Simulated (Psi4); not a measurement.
## Geometry relaxation of ZnNH₃O (part 1 of 2)

ZnNH₃O, SMILES [NH2][Zn][OH], computed with BP86/6-31G, RKS (Psi4 1.11).

The atoms were displaced at random from an optimised geometry.

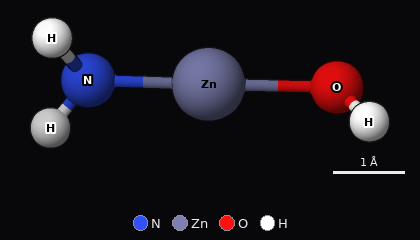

Fig. 1: The structure as given in the input (ball-and-stick view, seen at a tilt). Sticks mark near contacts. Bond lengths as drawn: H–N 0.87 to 1.17 Å, H–O 0.92 Å, N–Zn 1.73 Å and O–Zn 1.83 Å.

**The input (run_ase.py)**
```python
import numpy as np
from ase.calculators.psi4 import Psi4
from ase.io import read
from ase.optimize import BFGS

atoms = read('h3nozn.xyz')
calc = Psi4(atoms=atoms, method='bp86', basis='6-31G', memory='1600MB', num_threads=1, charge=0, multiplicity=1, label='calc')
atoms.calc = calc

opt = BFGS(atoms)
done = opt.run(fmax=0.05, steps=40)
print('converged:', done)
for s, p in zip(atoms.symbols, atoms.positions):
    print(f'{s:2s} {p[0]:12.6f} {p[1]:12.6f} {p[2]:12.6f}')
```

**File h3nozn.xyz**
```
6
H3NOZn
N     -1.116938     0.026983    -0.931687
Zn     0.260791    -0.211885     0.087258
O      1.669000    -0.712563     1.140746
H     -0.940319     0.945802    -1.642036
H     -1.921417     0.209811    -0.671631
H      1.937593    -0.186679     1.852446
```

Machine: 1 thread of Intel Xeon @ 2.90GHz (Ice Lake), 192 GiB of memory available, shared host.

Command:
```bash
python run_ase.py
```

**The program's output**
```
gradient() will perform analytic gradient computation.

   => Loading Basis Set <=

    Name: 6-31G
    Role: ORBITAL
    Keyword: BASIS

         ---------------------------------------------------------
                                   SCF
                              RKS Reference
                        1 Threads,   1525 MiB Core
         ---------------------------------------------------------

  ==> Geometry <==

    Molecular point group: c1
    Full point group: C1

    Geometry (in Angstrom), charge = 0, multiplicity = 1:

       Center              X                  Y                   Z               Mass
    ------------   -----------------  -----------------  -----------------  -----------------
         N           -1.353881489981     0.441396463656    -1.068759279217    14.003074004430
         ZN          -0.009612760750     0.032759034803     0.011932975794    63.929142010000
         O            1.339971302703    -0.588668737482     0.955713925357    15.994914619570
         H           -1.243144729719     0.984510698290    -1.922053922269     1.007825032230
         H           -2.326707172281     0.231336703860    -0.858377134896     1.007825032230
         H            1.724602701568    -0.084161023175     1.705331484831     1.007825032230

  Running in c1 symmetry.

  Rotational constants: A =      7.45297  B =      0.15277  C =      0.15190 [cm^-1]
  Rotational constants: A = 223434.54285  B =   4580.04654  C =   4553.88821 [MHz]
  Nuclear repulsion =  177.624337371455510

  Charge       = 0
  Multiplicity = 1
  Electrons    = 48
  Nalpha       = 24
  Nbeta        = 24

  ==> Algorithm <==

  SCF Algorithm Type is DF.
  DIIS enabled.
  MOM disabled.
  Fractional occupation disabled.
  Guess Type is SAD.
  Energy threshold   = 1.00e-08
  Density threshold  = 1.00e-08
  Integral threshold = 1.00e-12

  ==> Primary Basis <==

  Basis Set: 6-31G
    Blend: 6-31G
    Number of shells: 27
    Number of basis functions: 53
    Number of Cartesian functions: 53
    Spherical Harmonics?: false
    Max angular momentum: 2

  ==> DFT Potential <==

   => LibXC <=

    Version 7.1.2

   => Composite Functional: BP86 <=

    BP86 GGA Exchange-Correlation Functional

    Deriv               =              1
    GGA                 =           TRUE
    Meta                =          FALSE

    Exchange Hybrid     =          FALSE
    MP2 Hybrid          =          FALSE

   => Exchange Functionals <=

    1.0000     XC_GGA_X_B88

   => Correlation Functionals <=

    1.0000     XC_GGA_C_P86

   => LibXC Density Thresholds  <==

    XC_GGA_C_P86:  1.00E-15
    XC_GGA_X_B88:  1.00E-15

   => Molecular Quadrature <=

    Radial Scheme          =       TREUTLER
    Pruning Scheme         =           NONE
    Nuclear Scheme         =       TREUTLER

    Blocking Scheme        =         OCTREE
    BS radius alpha        =              1
    Pruning alpha          =              1
    Radial Points          =             75
    Spherical Points       =            302
    Total Points           =         131052
    Total Blocks           =           1030
    Max Points             =            256
    Max Functions          =             52
    Weights Tolerance      =       1.00E-15

   => Loading Basis Set <=

    Name: (6-31G AUX)
    Role: JKFIT
    Keyword: DF_BASIS_SCF

  ==> Integral Setup <==

  DFHelper Memory: AOs need 0.017 GiB; user supplied 0.973 GiB.
  SCF_SUBTYPE=INCORE selected. In-core MEM_DF algorithm will be used.
  Using in-core AOs.

  ==> MemDFJK: Density-Fitted J/K Matrices <==

    J tasked:                   Yes
    K tasked:                    No
    wK tasked:                   No
    Memory [MiB]:               995
    Algorithm:                 Core
    Schwarz Cutoff:           1E-12
    Mask sparsity (%):       1.5664
    Fitting Condition:        1E-10

   => Auxiliary Basis Set <=

  Basis Set: (6-31G AUX)
    Blend: CC-PVDZ-JKFIT + DEF2-UNIVERSAL-JKFIT
    Number of shells: 133
    Number of basis functions: 614
    Number of Cartesian functions: 614
    Spherical Harmonics?: false
    Max angular momentum: 6

  Cached 100.0% of DFT collocation blocks in 0.145 [GiB].

  Minimum eigenvalue in the overlap matrix is 1.0827776558E-03.
  Reciprocal condition number of the overlap matrix is 2.3713753773E-04.
    Using symmetric orthogonalization.

  ==> Pre-Iterations <==

  SCF Guess: Superposition of Atomic Densities via on-the-fly atomic UHF (no occupation information).

   -------------------------
    Irrep   Nso     Nmo
   -------------------------
     A         53      53
   -------------------------
    Total      53      53
   -------------------------

  ==> Iterations <==

                           Total Energy        Delta E     RMS |[F,P]|

   @DF-RKS iter SAD: -1908.27144870572101   -1.90827e+03   0.00000e+00
   @DF-RKS iter   1: -1908.62965411601772   -3.58205e-01   6.00199e-02 ADIIS/DIIS
   @DF-RKS iter   2: -1865.11692154658749    4.35127e+01   1.33864e-01 ADIIS
   @DF-RKS iter   3: -1909.44916595487939   -4.43322e+01   5.26296e-02 ADIIS/DIIS
   @DF-RKS iter   4: -1910.92324273178201   -1.47408e+00   1.15495e-02 ADIIS/DIIS
   @DF-RKS iter   5: -1910.99346025257546   -7.02175e-02   9.23533e-03 ADIIS/DIIS
   @DF-RKS iter   6: -1911.09212166901602   -9.86614e-02   1.53980e-03 ADIIS/DIIS
   @DF-RKS iter   7: -1911.09393765955610   -1.81599e-03   9.22062e-04 ADIIS/DIIS
   @DF-RKS iter   8: -1911.09494782340289   -1.01016e-03   5.58209e-05 DIIS
   @DF-RKS iter   9: -1911.09495223004569   -4.40664e-06   1.73922e-05 DIIS
   @DF-RKS iter  10: -1911.09495260097401   -3.70928e-07   1.03487e-06 DIIS
   @DF-RKS iter  11: -1911.09495260254221   -1.56820e-09   2.64626e-07 DIIS
   @DF-RKS iter  12: -1911.09495260260701   -6.48015e-11   2.97860e-08 DIIS
   @DF-RKS iter  13: -1911.09495260260996   -2.95586e-12   1.47660e-09 DIIS
  Energy and wave function converged.

  ==> Post-Iterations <==

   Electrons on quadrature grid:
      Ntotal   =   48.0000034919 ; deviation = 3.492e-06

    Orbital Energies [Eh]
    ---------------------

    Doubly Occupied:

       1A   -345.811189     2A    -41.691662     3A    -36.764775
       4A    -36.762802     5A    -36.761827     6A    -18.762777
       7A    -13.985193     8A     -4.599156     9A     -3.034862
      10A     -3.031538    11A     -3.029209    12A     -0.863143
      13A     -0.737092    14A     -0.455846    15A     -0.432439
      16A     -0.393697    17A     -0.367672    18A     -0.364839
      19A     -0.364404    20A     -0.350016    21A     -0.306861
      22A     -0.248571    23A     -0.223471    24A     -0.184586

    Virtual:

      25A     -0.041629    26A      0.000820    27A      0.017158
      28A      0.042662    29A      0.116842    30A      0.121247
      31A      0.169511    32A      0.184842    33A      0.211653
      34A      0.222542    35A      0.476530    36A      0.693013
      37A      0.755025    38A      0.804775    39A      0.852956
      40A      0.887777    41A      0.926255    42A      0.941320
      43A      0.962939    44A      1.107288    45A      1.192771
      46A      1.230053    47A      1.691865    48A      1.968908
      49A      1.970857    50A      2.104335    51A      2.110859
      52A      2.344738    53A     46.983506

    Final Occupation by Irrep:
              A
    DOCC [    24 ]
    NA   [    24 ]
    NB   [    24 ]

  @DF-RKS Final Energy: -1911.09495260260996

   => Energetics <=

    Nuclear Repulsion Energy =            177.6243373714555105
    One-Electron Energy =               -3016.3483105773570969
    Two-Electron Energy =                1015.6803686855606657
    DFT Exchange-Correlation Energy =     -88.0513480822689019
    Empirical Dispersion Energy =           0.0000000000000000
    VV10 Nonlocal Energy =                  0.0000000000000000
    Total Energy =                      -1911.0949526026099647

Computation Completed

Properties will be evaluated at   0.000000,   0.000000,   0.000000 [a0]

Properties computed using the SCF density matrix

 Multipole Moments:

 ------------------------------------------------------------------------------------
     Multipole            Electronic (a.u.)      Nuclear  (a.u.)        Total (a.u.)
 ------------------------------------------------------------------------------------

 L = 1.  Multiply by 2.5417464519 to convert [e a0] to [Debye]
 Dipole X            :          1.2630188           -1.6838065           -0.4207877
 Dipole Y            :         -0.2165388            0.9351929            0.7186541
 Dipole Z            :          1.1194082           -1.0444778            0.0749304
 Magnitude           :                                                    0.8361462

 ------------------------------------------------------------------------------------

	total time  =          4 seconds =       0.07 minutes

         ------------------------------------------------------------
                                   SCF GRAD
         ------------------------------------------------------------

  ==> Geometry <==

    Molecular point group: c1
    Full point group: C1

    Geometry (in Angstrom), charge = 0, multiplicity = 1:

       Center              X                  Y                   Z               Mass
    ------------   -----------------  -----------------  -----------------  -----------------
         N           -1.353881489981     0.441396463656    -1.068759279217    14.003074004430
         ZN          -0.009612760750     0.032759034803     0.011932975794    63.929142010000
         O            1.339971302703    -0.588668737482     0.955713925357    15.994914619570
         H           -1.243144729719     0.984510698290    -1.922053922269     1.007825032230
         H           -2.326707172281     0.231336703860    -0.858377134896     1.007825032230
         H            1.724602701568    -0.084161023175     1.705331484831     1.007825032230

  Nuclear repulsion =  177.624337371455567

  ==> Basis Set <==

  Basis Set: 6-31G
    Blend: 6-31G
    Number of shells: 27
    Number of basis functions: 53
    Number of Cartesian functions: 53
    Spherical Harmonics?: false
    Max angular momentum: 2

  ==> DFJKGrad: Density-Fitted SCF Gradients <==

    Gradient:                    1
    J tasked:                  Yes
    K tasked:                   No
    wK tasked:                  No
    Integrals threads:           1
    Memory [MiB]:             1144
    Schwarz Cutoff:          1E-12
    Fitting Condition:       1E-10

   => Auxiliary Basis Set <=

  Basis Set: (6-31G AUX)
    Blend: CC-PVDZ-JKFIT + DEF2-UNIVERSAL-JKFIT
    Number of shells: 133
    Number of basis functions: 614
    Number of Cartesian functions: 614
    Spherical Harmonics?: false
    Max angular momentum: 6

  ==> DFT Potential <==

   => LibXC <=

    Version 7.1.2

   => Composite Functional: BP86 <=

    BP86 GGA Exchange-Correlation Functional

    Deriv               =              1
    GGA                 =           TRUE
    Meta                =          FALSE

    Exchange Hybrid     =          FALSE
    MP2 Hybrid          =          FALSE

   => Exchange Functionals <=

    1.0000     XC_GGA_X_B88

   => Correlation Functionals <=

    1.0000     XC_GGA_C_P86

   => LibXC Density Thresholds  <==

    XC_GGA_C_P86:  1.00E-15
    XC_GGA_X_B88:  1.00E-15

   => Molecular Quadrature <=

    Radial Scheme          =       TREUTLER
    Pruning Scheme         =           NONE
    Nuclear Scheme         =       TREUTLER

    Blocking Scheme        =         OCTREE
    BS radius alpha        =              1
    Pruning alpha          =              1
    Radial Points          =             75
    Spherical Points       =            302
    Total Points           =         131052
    Total Blocks           =           1030
    Max Points             =            256
    Max Functions          =             52
    Weights Tolerance      =       1.00E-15

  -Total Gradient:
     Atom            X                  Y                   Z
    ------   -----------------  -----------------  -----------------
       1       -0.000607240824     0.000304807896     0.000027345981
       2       -0.000078354873    -0.000201429828    -0.000371045185
       3       -0.000214274751     0.000297001453     0.000034440834
       4        0.000171146729    -0.000222454543     0.000231307186
       5        0.000570454631    -0.000048128286    -0.000012647542
       6        0.000153062434    -0.000159811418     0.000053968621

	total time  =          1 seconds =       0.02 minutes
```

**Standard output**
```
Step     Time          Energy          fmax
BFGS:    0 17:49:08   -52002.050212       12.340431
BFGS:    1 17:49:12   -52002.851886        5.686681
BFGS:    2 17:49:17   -52003.272878        3.138275
BFGS:    3 17:49:20   -52003.345337        3.397872
BFGS:    4 17:49:24   -52003.435457        0.838185
BFGS:    5 17:49:28   -52003.449861        0.592454
BFGS:    6 17:49:32   -52003.479141        0.722645
BFGS:    7 17:49:35   -52003.499661        0.591067
BFGS:    8 17:49:39   -52003.513925        0.393755
BFGS:    9 17:49:43   -52003.519392        0.395648
BFGS:   10 17:49:46   -52003.529355        0.318367
BFGS:   11 17:49:50   -52003.532770        0.202793
BFGS:   12 17:49:54   -52003.534436        0.175630
BFGS:   13 17:49:59   -52003.535426        0.158400
BFGS:   14 17:50:03   -52003.536164        0.098006
BFGS:   15 17:50:08   -52003.536750        0.092596
BFGS:   16 17:50:12   -52003.537269        0.082762
BFGS:   17 17:50:15   -52003.538081        0.111382
BFGS:   18 17:50:20   -52003.538909        0.144526
BFGS:   19 17:50:25   -52003.539724        0.133721
BFGS:   20 17:50:29   -52003.540495        0.094436
BFGS:   21 17:50:33   -52003.541306        0.118777
BFGS:   22 17:50:37   -52003.542000        0.097507
BFGS:   23 17:50:41   -52003.542365        0.057329
BFGS:   24 17:50:46   -52003.542484        0.034967
converged: True
N     -1.060862     0.284002    -0.900912
Zn     0.283407    -0.124636     0.179780
O      1.632991    -0.746064     1.123561
H     -0.950125     0.827116    -1.754207
H     -2.033688     0.073942    -0.690530
H      2.017622    -0.241556     1.873179
```

**Trajectory as extended XYZ (Å, eV, eV/Å), 25 frames, from step=0 to step=24**
```
6
Properties=species:S:1:pos:R:3:forces:R:3 step=0 energy=-52002.05064
N    -1.1169    0.0270   -0.9317   10.1907   1.8255  -6.7158
Zn    0.2608   -0.2119    0.0873    2.1037  -0.7519   2.0112
O     1.6690   -0.7126    1.1407   -1.9466  -1.5902  -3.4164
H    -0.9403    0.9458   -1.6420   -0.1866  -2.9949   1.6860
H    -1.9214    0.2098   -0.6716  -11.1026   1.6042   3.9473
H     1.9376   -0.1867    1.8524    0.9404   1.9020   2.4887
6
Properties=species:S:1:pos:R:3:forces:R:3 step=1 energy=-52002.85231
N    -1.0061    0.0600   -1.0259   -5.4013   1.7777   0.0608
Zn    0.2561   -0.2156    0.1177    0.9080  -0.0802   1.0093
O     1.6065   -0.7283    1.0937    0.9762   0.7775   1.6940
H    -0.9777    0.9100   -1.6162    0.5806  -0.2581  -0.3548
H    -2.1147    0.2397   -0.6135    3.4976  -1.1851  -0.9762
H     1.9163   -0.1525    1.8898   -0.5573  -1.0308  -1.4376
6
Properties=species:S:1:pos:R:3:forces:R:3 step=2 energy=-52003.27330
N    -1.0606    0.0774   -1.0390   -2.8272   0.6853   1.1773
Zn    0.2656   -0.2200    0.1199   -0.2819   0.1114  -0.0771
O     1.6144   -0.7238    1.1002    0.5010   0.0648   0.5931
H    -0.9730    0.9025   -1.6291    0.4288   0.2649  -0.6798
H    -2.0845    0.2247   -0.6319    2.2644  -0.8489  -0.6909
H     1.9092   -0.1657    1.8655   -0.0821  -0.2757  -0.3256
```
